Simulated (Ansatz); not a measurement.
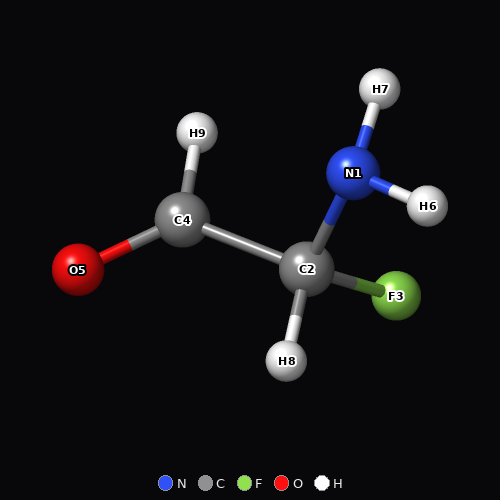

The system is C₂H₄FNO, SMILES NC(F)C=O; the picture shows the reference structure. First axis: bond length C2–F3. Second axis: angle F3–C2–C4. Nothing is relaxed (all other coordinates rigid). Grid: 15 × 15 points. Points are written as (first, second). Energies are in kJ/mol, from the lowest grid point. Level of theory: RHF/def2-TZVP in Ansatz.

Its coordinates:

```xyz
9

N     0.3498    0.6541    1.0294
C    -0.4022   -0.1761    0.1798
F    -0.3615   -1.4980    0.5640
C     0.1642   -0.1307   -1.2282
O    -0.4249    0.2991   -2.1509
H    -0.0580    0.7536    1.9336
H     1.3000    0.3612    1.1190
H    -1.4372    0.1262    0.1681
H     1.1792   -0.5350   -1.3266
```

Range: bond length C2–F3 from 1.184 to 1.928 Å; angle F3–C2–C4 from 71 to 141°.

Question: What landscape does the calculation give?

Answer: The lowest grid point is at (1.397 Å, 106°). It is the only kind of minimum in the scanned range. The highest grid point, (1.184 Å, 71°), lies 463 kJ/mol above the lowest. Round the minimum the two coordinates are nearly uncoupled.

```tsv
angle F3–C2–C4 ↓, bond length C2–F3 →	1.184	1.238	1.291	1.344	1.397	1.450	1.503	1.556	1.609	1.662	1.716	1.769	1.822	1.875	1.928
141	361	288	240	210	193	185	185	190	199	210	224	238	253	268	284
136	289	221	178	153	140	137	141	150	162	177	194	211	229	246	264
131	230	166	127	106	97	98	105	117	132	149	168	188	208	228	247
126	182	122	87	68	62	65	75	89	107	126	148	169	191	212	233
121	145	88	55	39	35	40	52	68	87	108	131	154	177	200	222
116	119	64	33	18	16	22	35	53	73	95	119	143	167	190	213
111	104	50	19	6	4	11	25	43	64	87	111	135	160	184	207
106	99	45	15	1	0	7	21	39	60	83	107	132	156	180	204
101	107	52	21	6	4	11	24	42	62	84	108	132	156	180	204
96	126	69	37	21	17	22	34	51	70	91	114	138	161	184	207
91	159	100	64	46	40	43	53	67	85	105	126	148	170	192	213
86	208	144	105	84	74	74	81	93	108	125	144	164	184	204	224
81	274	205	162	136	122	118	121	129	141	154	170	187	204	222	240
76	358	285	236	204	186	177	175	178	185	195	207	219	233	247	262
71	463	384	330	293	269	254	247	244	245	250	256	263	272	282	292
```

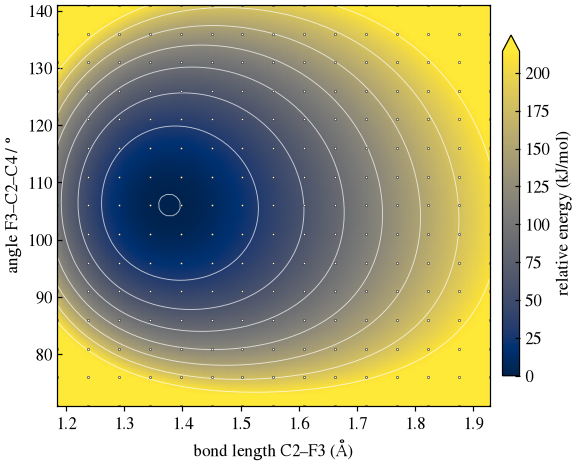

Drawn: a smooth colour map with a few white contour lines, dots at the grid points, one colour for all values above the top of the scale. Between grid points the surface is interpolated.

The whole map (225 points run) took 18 min on 1 thread of Arm Neoverse V2, on a shared host.
